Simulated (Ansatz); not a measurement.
System: C3H6InNO (SMILES [CH3][In]([CH3])[N]=C=O).

Input file:

```
crystal:
  periodic: [false, false, false]
  atoms:
    - {symbol: C, position_ang: [-1.486053, -0.430815, 1.379855]}
    - {symbol: In, position_ang: [0.178080, -0.220295, 0.060416]}
    - {symbol: C, position_ang: [2.034437, -1.139503, -0.433544]}
    - {symbol: N, position_ang: [-0.076401, 1.435162, -1.160451]}
    - {symbol: C, position_ang: [-0.838465, 2.329949, -1.395347]}
    - {symbol: O, position_ang: [-1.550770, 3.223937, -1.663488]}
    - {symbol: H, position_ang: [-1.378800, -1.288777, 2.042166]}
    - {symbol: H, position_ang: [-2.394334, -0.542683, 0.785652]}
    - {symbol: H, position_ang: [-1.579274, 0.478399, 1.975781]}
    - {symbol: H, position_ang: [2.153902, -2.111763, 0.042211]}
    - {symbol: H, position_ang: [2.846617, -0.483015, -0.116202]}
    - {symbol: H, position_ang: [2.091061, -1.250577, -1.517050]}
basis:
  gaussian: {orbitals: def2-TZVPP}
hamiltonian: {xc: pbe0, dispersion: d4}
output: {orbitals: {seedname: orbitals}}
```

Run with:

```sh
ansatz run in.yaml --threads 4 --pin off --events-out ev --progress --plain --max-ram 10444MiB
```

Geometry: PBE0-D4/def2-TZVP; core potentials replace the inner electrons of In.

Computed with RKS PBE0-D4/def2-TZVPP in Ansatz.

Q: Predict the electron density and electron localisation function between the atoms.

A: C–O (1.17 Å): ρ is about 3.6 e/Å³ halfway; the ELF peaks at about 0.85 between the atoms: a multiple bond.
C–N (1.20 Å): ρ at the midpoint is about 3.2 e/Å³; the ELF peaks at about 0.85 between the atoms; a short, multiple covalent bond.
In–N (2.07 Å): ρ at the midpoint is about 0.65 e/Å³; the ELF peaks at about 0.85 in the valence shell of N, 0.6 Å from its nucleus, and drops to about 0.15 between the two atoms.
C–In (2.13 Å): ρ is about 0.71 e/Å³ halfway; the ELF peaks at about 0.90 in the valence shell of C, 0.7 Å from its nucleus, and drops to about 0.20 between the two atoms.

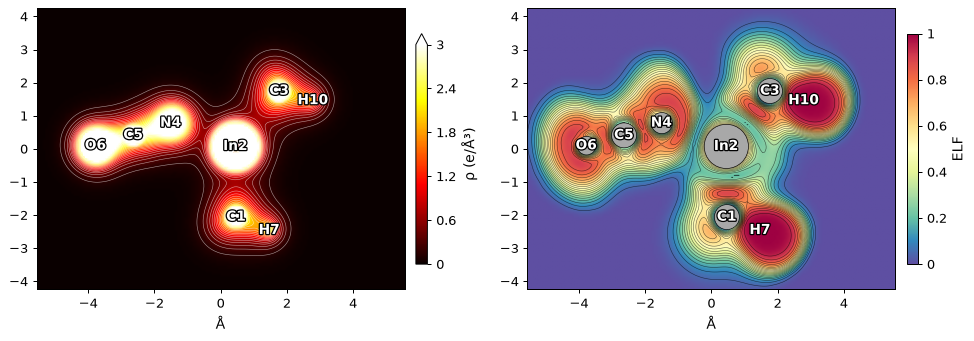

Computed electron density and electron localisation function on the plane of atoms C1, In2 and C3, in this order. Grey discs cover the atomic cores in the ELF map. 
